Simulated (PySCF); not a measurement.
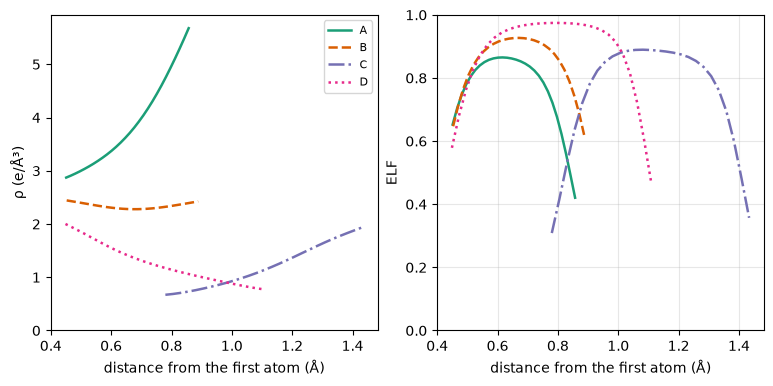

Figure. C5H5ClO2Si. Total electron density and electron localisation function along straight lines between neighbouring atoms. The curves leave out the atomic cores.

Geometry: GFN2-xTB.

The calculation used wB97X-D/def2-SVPD, SCF density, gas phase (PySCF).

The calculation's input:

```
{"job": {"kind": "uv", "xc": "wB97X-D", "basis": "def2-SVPD", "nstates": 8, "ntriplets": 3}, "charge": 0, "multiplicity": 1}
O     -2.718223     1.498709     0.230259
C     -1.765981     0.775367     0.102071
C     -0.341504     1.151128     0.254531
C      0.476106     0.108822     0.045550
Si     2.360251    -0.013372     0.100859
Cl     3.055503     1.817428     0.562778
C     -0.325475    -1.098197    -0.275284
O      0.129354    -2.187407    -0.512550
C     -1.786129    -0.701955    -0.246942
H     -0.044953     2.155526     0.504734
H      2.731316    -0.955409     1.150330
H      2.836136    -0.396919    -1.223091
H     -2.341115    -1.277286     0.496101
H     -2.265964    -0.876907    -1.211511
```

Run with:

```sh
OMP_NUM_THREADS=1 python probes_run.py task.json out
```

Which curve belongs to which contact (C–C, C–O, C–Si and Si–Cl)? The first atom named is at distance zero.

Curve A: C–O (1.20 Å): ρ at the midpoint is about 3.4 e/Å³; the ELF peaks at about 0.85 between the atoms (a short, multiple covalent bond). Curve B: C–C (1.34 Å): ρ at the midpoint is about 2.3 e/Å³; the ELF peaks at about 0.95 between the atoms: a short, multiple covalent bond. Curve C: Si–Cl (2.01 Å): the density is about 0.94 e/Å³ at the midpoint; the ELF peaks at about 0.90 between the atoms; a shared but strongly polarised pair. Curve D: C–Si (1.89 Å): ρ is about 0.95 e/Å³ halfway; the ELF peaks at about 1 between the atoms; a shared electron pair.
